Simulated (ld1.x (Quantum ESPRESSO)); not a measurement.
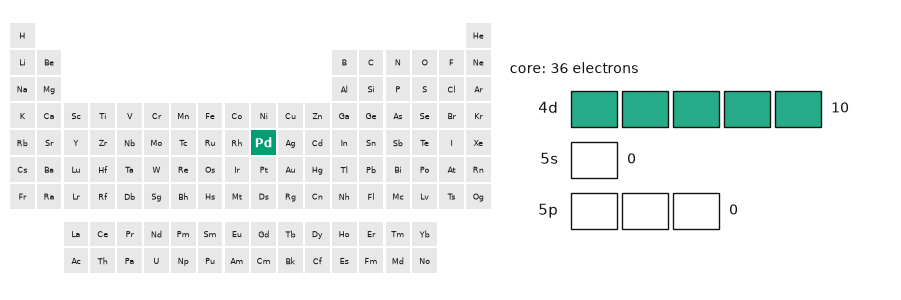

Left, the place of palladium in the periodic table; right, the valence shells of the reference configuration: a box for each of the 2l + 1 orbitals, shaded by the share of the shell that is filled, with the electron count at the right.

**Pseudopotential generation: Pd (part 1 of 2)**

- system: palladium (Pd, Z = 46), core [Kr], reference valence 4d10 5s0 5p0, valence charge 10.
- method: TM potential, LDA (PZ), scalar-relativistic, made with ld1.x (Quantum ESPRESSO) 7.5

## Log
```
     Program LD1 v.7.5
     --------------------------- All-electron run ----------------------------

     Pd
     scalar relativistic calculation

     atomic number is 46.00
     dft =PZ   lsd =0 sic =0 latt =0  beta=0.20 tr2=1.0E-14
     Exchange-correlation= PZ
                           (   1   1   0   0   0   0   0)
     mesh =1235 r(mesh) =  99.12271 a.u. xmin = -7.00 dx = 0.01250
     1 Ry =  13.60569312 eV, c = 137.03599908

     n l     nl                  e(Ry)          e(Ha)          e(eV)
     1 0     1S 1( 2.00)     -1773.9483      -886.9741    -24135.7958
     2 0     2S 1( 2.00)      -259.0643      -129.5322     -3524.7496
     2 1     2P 1( 6.00)      -232.4225      -116.2113     -3162.2694
     3 0     3S 1( 2.00)       -46.6700       -23.3350      -634.9781
     3 1     3P 1( 6.00)       -37.9127       -18.9564      -515.8290
     4 0     4S 1( 2.00)        -6.2796        -3.1398       -85.4386
     4 1     4P 1( 6.00)        -3.7751        -1.8876       -51.3634
     3 2     3D 1(10.00)       -23.9579       -11.9790      -325.9644
     4 2     4D 1(10.00)        -0.3169        -0.1585        -4.3119
     5 0     5S 1( 0.00)        -0.2660        -0.1330        -3.6188
     5 1     5P 1( 0.00)        -0.0264        -0.0132        -0.3589

     final scf error:  3.8E-15 reached in  21 iterations

     Etot =  -10082.261635 Ry,   -5041.130817 Ha, -137176.157790 eV

     Ekin =   10455.016190 Ry,    5227.508095 Ha,  142247.741872 eV
     Encl =  -24372.667234 Ry,  -12186.333617 Ha, -331607.030971 eV
     Eh   =    4113.580269 Ry,    2056.790135 Ha,   55968.110777 eV
     Exc  =    -278.190860 Ry,    -139.095430 Ha,   -3784.979469 eV

     normalization and overlap integrals

     s(1S/1S) =  1.000000  <r> =   0.0319  <r2> =    0.0014  r(max) =   0.0207
     s(2S/2S) =  1.000000  <r> =   0.1385  <r2> =    0.0226  r(max) =   0.1175
     s(2P/2P) =  1.000000  <r> =   0.1207  <r2> =    0.0178  r(max) =   0.0938
     s(3S/3S) =  1.000000  <r> =   0.3800  <r2> =    0.1652  r(max) =   0.3443
     s(3P/3P) =  1.000000  <r> =   0.3792  <r2> =    0.1671  r(max) =   0.3358
     s(4S/4S) =  1.000000  <r> =   0.9458  <r2> =    1.0156  r(max) =   0.8469
     s(4P/4P) =  1.000000  <r> =   1.0435  <r2> =    1.2525  r(max) =   0.9129
     s(3D/3D) =  1.000000  <r> =   0.3579  <r2> =    0.1529  r(max) =   0.2819
     s(4D/4D) =  1.000000  <r> =   1.5916  <r2> =    3.2511  r(max) =   1.1012
     s(5S/5S) =  1.000000  <r> =   3.3534  <r2> =   13.1390  r(max) =   2.6415
     s(5P/5P) =  1.000000  <r> =   5.9576  <r2> =   44.9683  r(max) =   4.0913

     ------------------------ End of All-electron run ------------------------

     --------------------- Generating NC pseudopotential ---------------------

      Generating local pot.: lloc=2, matching radius rcloc =   1.1500

      Wfc   5S  rcut= 2.708  Using Troullier-Martins method

      Wfc   5P  rcut= 2.642  Using Troullier-Martins method

     ------------------- End of pseudopotential generation -------------------

     --------------------------- All-electron run ----------------------------

     Pd
     scalar relativistic calculation

     atomic number is 46.00
     dft =PZ   lsd =0 sic =0 latt =0  beta=0.20 tr2=1.0E-14
     Exchange-correlation= PZ
                           (   1   1   0   0   0   0   0)
     mesh =1235 r(mesh) =  99.12271 a.u. xmin = -7.00 dx = 0.01250
     1 Ry =  13.60569312 eV, c = 137.03599908

     n l     nl                  e(Ry)          e(Ha)          e(eV)
     1 0     1S 1( 2.00)     -1773.9483      -886.9741    -24135.7958
     2 0     2S 1( 2.00)      -259.0643      -129.5322     -3524.7496
     2 1     2P 1( 6.00)      -232.4225      -116.2113     -3162.2694
     3 0     3S 1( 2.00)       -46.6700       -23.3350      -634.9781
     3 1     3P 1( 6.00)       -37.9127       -18.9564      -515.8290
     4 0     4S 1( 2.00)        -6.2796        -3.1398       -85.4386
     4 1     4P 1( 6.00)        -3.7751        -1.8876       -51.3634
     3 2     3D 1(10.00)       -23.9579       -11.9790      -325.9644
     4 2     4D 1(10.00)        -0.3169        -0.1585        -4.3119
     5 0     5S 1( 0.00)        -0.2660        -0.1330        -3.6188
     5 1     5P 1( 0.00)        -0.0264        -0.0132        -0.3589

     final scf error:  3.8E-15 reached in  21 iterations

     Etot =  -10082.261635 Ry,   -5041.130817 Ha, -137176.157790 eV

     Ekin =   10455.016190 Ry,    5227.508095 Ha,  142247.741872 eV
     Encl =  -24372.667234 Ry,  -12186.333617 Ha, -331607.030971 eV
     Eh   =    4113.580269 Ry,    2056.790135 Ha,   55968.110777 eV
     Exc  =    -278.190860 Ry,    -139.095430 Ha,   -3784.979469 eV

     normalization and overlap integrals

     s(1S/1S) =  1.000000  <r> =   0.0319  <r2> =    0.0014  r(max) =   0.0207
     s(2S/2S) =  1.000000  <r> =   0.1385  <r2> =    0.0226  r(max) =   0.1175
     s(2P/2P) =  1.000000  <r> =   0.1207  <r2> =    0.0178  r(max) =   0.0938
     s(3S/3S) =  1.000000  <r> =   0.3800  <r2> =    0.1652  r(max) =   0.3443
     s(3P/3P) =  1.000000  <r> =   0.3792  <r2> =    0.1671  r(max) =   0.3358
     s(4S/4S) =  1.000000  <r> =   0.9458  <r2> =    1.0156  r(max) =   0.8469
     s(4P/4P) =  1.000000  <r> =   1.0435  <r2> =    1.2525  r(max) =   0.9129
     s(3D/3D) =  1.000000  <r> =   0.3579  <r2> =    0.1529  r(max) =   0.2819
     s(4D/4D) =  1.000000  <r> =   1.5916  <r2> =    3.2511  r(max) =   1.1012
     s(5S/5S) =  1.000000  <r> =   3.3534  <r2> =   13.1390  r(max) =   2.6415
     s(5P/5P) =  1.000000  <r> =   5.9576  <r2> =   44.9683  r(max) =   4.0913

     ------------------------ End of All-electron run ------------------------

     Computing logarithmic derivative in   3.01207
     Computing logarithmic derivative in   3.01207
     Computing the partial wave expansion
     R is outside the sphere for l=    0 j= 0.00
     R is outside the sphere for l=    1 j= 0.00
       no projector for channel:   2

     ---------------------- Testing the pseudopotential ----------------------

     Pd
     scalar relativistic calculation

     atomic number is 46.00   valence charge is 10.00
     dft =PZ   lsd =0 sic =0 latt =0  beta=0.20 tr2=1.0E-14
     mesh =1235 r(mesh) =  99.12271 xmin = -7.00 dx = 0.01250

     n l     nl             e AE (Ry)        e PS (Ry)    De AE-PS (Ry)
     3 2     4D   1(10.00)       -0.31692       -0.31689       -0.00003
     1 0     5S   1( 0.00)       -0.26598       -0.26598        0.00000
     2 1     5P   1( 0.00)       -0.02638       -0.02638       -0.00000

     eps = 8.1E-15  iter = 13

     Etot =  -10082.261635 Ry,   -5041.130817 Ha, -137176.157790 eV
     Etotps =   -58.137676 Ry,     -29.068838 Ha,    -791.003385 eV

     Ekin =      56.548461 Ry,      28.274231 Ha,     769.381010 eV
     Encl =    -162.945614 Ry,     -81.472807 Ha,   -2216.988022 eV
     Ehrt =      57.976691 Ry,      28.988345 Ha,     788.813064 eV
     Ecxc =      -9.717214 Ry,      -4.858607 Ha,    -132.209437 eV

     ---------------------- End of pseudopotential test ----------------------
```

## Output of the test run (extracts)
```
     ---------------------- Testing the pseudopotential ----------------------

     Pd
     scalar relativistic calculation

     atomic number is 46.00   valence charge is 10.00
     dft =PZ   lsd =0 sic =0 latt =0  beta=0.20 tr2=1.0E-14
     mesh =1235 r(mesh) =  99.12271 xmin = -7.00 dx = 0.01250

     n l     nl             e AE (Ry)        e PS (Ry)    De AE-PS (Ry)
     3 2     4D   1(10.00)       -0.31692       -0.31689       -0.00003
     1 0     5S   1( 0.00)       -0.26598       -0.26598        0.00000
     2 1     5P   1( 0.00)       -0.02638       -0.02638       -0.00000

     eps = 9.3E-15  iter = 13

     Etot =  -10082.261635 Ry,   -5041.130817 Ha, -137176.157790 eV
     Etotps =   -58.137676 Ry,     -29.068838 Ha,    -791.003384 eV

     Ekin =      56.548461 Ry,      28.274231 Ha,     769.381010 eV
     Encl =    -162.945614 Ry,     -81.472807 Ha,   -2216.988021 eV
     Ehrt =      57.976691 Ry,      28.988345 Ha,     788.813064 eV
     Ecxc =      -9.717214 Ry,      -4.858607 Ha,    -132.209437 eV

     ---------------------- End of pseudopotential test ----------------------

     ---------------------- Testing the pseudopotential ----------------------

     Pd
     scalar relativistic calculation

     atomic number is 46.00   valence charge is 10.00
     dft =PZ   lsd =0 sic =0 latt =0  beta=0.20 tr2=1.0E-14
     mesh =1235 r(mesh) =  99.12271 xmin = -7.00 dx = 0.01250

     n l     nl             e AE (Ry)        e PS (Ry)    De AE-PS (Ry)
     3 2     4D   1( 9.00)       -1.09420       -1.09518        0.00098
     1 0     5S   1( 0.00)       -0.83649       -0.83499       -0.00150
     2 1     5P   1( 0.00)       -0.46931       -0.58005        0.11075  !

     eps = 5.9E-15  iter =  9

     Etot =  -10081.571572 Ry,   -5040.785786 Ha, -137166.769000 eV
     Etotps =   -57.447403 Ry,     -28.723701 Ha,    -781.611732 eV
     dEtot_ae =       0.690063 Ry
     dEtot_ps =       0.690274 Ry,   Delta E=      -0.000210 Ry

     Ekin =      55.485444 Ry,      27.742722 Ha,     754.917926 eV
     Encl =    -154.276513 Ry,     -77.138257 Ha,   -2099.038895 eV
     Ehrt =      50.394237 Ry,      25.197119 Ha,     685.648527 eV
     Ecxc =      -9.050571 Ry,      -4.525285 Ha,    -123.139290 eV

     ---------------------- End of pseudopotential test ----------------------

     ---------------------- Testing the pseudopotential ----------------------

     Pd
     scalar relativistic calculation

     atomic number is 46.00   valence charge is 10.00
     dft =PZ   lsd =0 sic =0 latt =0  beta=0.20 tr2=1.0E-14
     mesh =1235 r(mesh) =  99.12271 xmin = -7.00 dx = 0.01250

     n l     nl             e AE (Ry)        e PS (Ry)    De AE-PS (Ry)
     3 2     4D   1( 8.00)       -2.02678       -2.03371        0.00693  !
     1 0     5S   1( 0.00)       -1.51294       -1.51159       -0.00136
     2 1     5P   1( 0.00)       -1.04520       -1.04520        0.00000

     eps = 1.3E-15  iter =  7

     Etot =  -10080.022147 Ry,   -5040.011074 Ha, -137145.688006 eV
     Etotps =   -55.894454 Ry,     -27.947227 Ha,    -760.482784 eV
     dEtot_ae =       2.239488 Ry
     dEtot_ps =       2.243223 Ry,   Delta E=      -0.003735 Ry

     Ekin =      53.425150 Ry,      26.712575 Ha,     726.886202 eV
     Encl =    -143.283895 Ry,     -71.641947 Ha,   -1949.476701 eV
     Ehrt =      42.166176 Ry,      21.083088 Ha,     573.700050 eV
     Ecxc =      -8.201885 Ry,      -4.100943 Ha,    -111.592335 eV

     ---------------------- End of pseudopotential test ----------------------

     ---------------------- Testing the pseudopotential ----------------------

     Pd
     scalar relativistic calculation

     atomic number is 46.00   valence charge is 10.00
     dft =PZ   lsd =0 sic =0 latt =0  beta=0.20 tr2=1.0E-14
     mesh =1235 r(mesh) =  99.12271 xmin = -7.00 dx = 0.01250

     n l     nl             e AE (Ry)        e PS (Ry)    De AE-PS (Ry)
     3 2     4D   1( 7.00)       -3.07666       -3.09653        0.01987  !
     1 0     5S   1( 0.00)       -2.27029       -2.27029        0.00000
     2 1     5P   1( 0.00)       -1.71321       -1.71321        0.00000

     eps = 2.0E-15  iter =  9

     Etot =  -10077.479460 Ry,   -5038.739730 Ha, -137111.092985 eV
     Etotps =   -53.338712 Ry,     -26.669356 Ha,    -725.710144 eV
     dEtot_ae =       4.782175 Ry
     dEtot_ps =       4.798965 Ry,   Delta E=      -0.016790 Ry

     Ekin =      50.333831 Ry,      25.166915 Ha,     684.826658 eV
     Encl =    -130.348581 Ry,     -65.174291 Ha,   -1773.482798 eV
     Ehrt =      33.902072 Ry,      16.951036 Ha,     461.261182 eV
     Ecxc =      -7.226033 Ry,      -3.613016 Ha,     -98.315186 eV

     ---------------------- End of pseudopotential test ----------------------

     ---------------------- Testing the pseudopotential ----------------------

     Pd
     scalar relativistic calculation

     atomic number is 46.00   valence charge is 10.00
     dft =PZ   lsd =0 sic =0 latt =0  beta=0.20 tr2=1.0E-14
     mesh =1235 r(mesh) =  99.12271 xmin = -7.00 dx = 0.01250

     n l     nl             e AE (Ry)        e PS (Ry)    De AE-PS (Ry)
     3 2     4D   1( 9.00)       -0.50715       -0.50980        0.00266
     1 0     5S   1( 1.00)       -0.34245       -0.34063       -0.00182
     2 1     5P   1( 0.00)       -0.06672       -0.06551       -0.00122

     eps = 1.5E-15  iter = 10

     Etot =  -10082.156101 Ry,   -5041.078051 Ha, -137174.721931 eV
     Etotps =   -58.030275 Ry,     -29.015138 Ha,    -789.542115 eV
     dEtot_ae =       0.105534 Ry
     dEtot_ps =       0.107401 Ry,   Delta E=      -0.001868 Ry

     Ekin =      54.671109 Ry,      27.335555 Ha,     743.838337 eV
     Encl =    -159.758279 Ry,     -79.879139 Ha,   -2173.622116 eV
     Ehrt =      56.015033 Ry,      28.007517 Ha,     762.123350 eV
     Ecxc =      -9.418567 Ry,      -4.709283 Ha,    -128.146126 eV
     Epseu=       0.460428 Ry,       0.230214 Ha,       6.264440 eV

     ---------------------- End of pseudopotential test ----------------------

     ---------------------- Testing the pseudopotential ----------------------

     Pd
     scalar relativistic calculation

     atomic number is 46.00   valence charge is 10.00
     dft =PZ   lsd =0 sic =0 latt =0  beta=0.20 tr2=1.0E-14
     mesh =1235 r(mesh) =  99.12271 xmin = -7.00 dx = 0.01250

     n l     nl             e AE (Ry)        e PS (Ry)    De AE-PS (Ry)
     3 2     4D   1( 9.00)       -0.63908       -0.64279        0.00371
     1 0     5S   1( 0.00)       -0.43450       -0.43359       -0.00091
     2 1     5P   1( 1.00)       -0.13726       -0.13649       -0.00076

     eps = 3.7E-17  iter = 10

     Etot =  -10081.870756 Ry,   -5040.935378 Ha, -137170.839611 eV
     Etotps =   -57.745275 Ry,     -28.872637 Ha,    -785.664489 eV
     dEtot_ae =       0.390879 Ry
     dEtot_ps =       0.392402 Ry,   Delta E=      -0.001523 Ry

     Ekin =      55.309829 Ry,      27.654914 Ha,     752.528554 eV
     Encl =    -158.594904 Ry,     -79.297452 Ha,   -2157.793593 eV
     Ehrt =      54.695916 Ry,      27.347958 Ha,     744.175851 eV
     Ecxc =      -9.281600 Ry,      -4.640800 Ha,    -126.282603 eV
     Epseu=       0.125484 Ry,       0.062742 Ha,       1.707303 eV

     ---------------------- End of pseudopotential test ----------------------
```

(Continued in part 2.) Outcome of the run: generated, with a ghost state.
